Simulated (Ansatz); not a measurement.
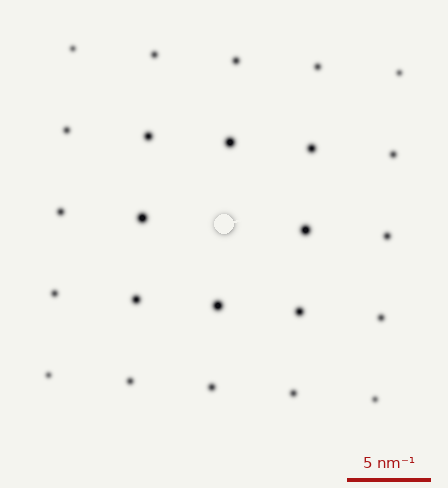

The pattern is a kinematic simulation for 300 kV electrons (no multiple scattering; isotropic B = 0.5 Å²).

Phase: Ag, space group Fm-3m (No. 225), a = 4.054 Å. Structure: the input geometry of an electronic-structure calculation (not necessarily at equilibrium).

Q: Determine the zone axis from the geometry of the pattern.

A: The spots form a square net with both shortest vectors at d = 2.03 Å, 90.0° apart. They index as 2 0 0 and 0 2 0, so the zone axis is [001] (or an equivalent direction of <001>).

Q: Which reflections of this zone are missing, and why?

A: The lattice centring (F) removes all reflections that break h + k = 2n, h + l = 2n.

Q: List the strongest reflections.

A: Strongest reflections with d > 0.80 Å, one of each family (|F|² from tabulated Gaussian fits of the electron scattering factors, times a small damping for the curvature of the Ewald sphere):

```tsv
hkl	d (Å)	I (strongest = 100)
2 0 0	2.027	100
2 2 0	1.433	50
4 0 0	1.014	20
4 2 0	0.907	14
```
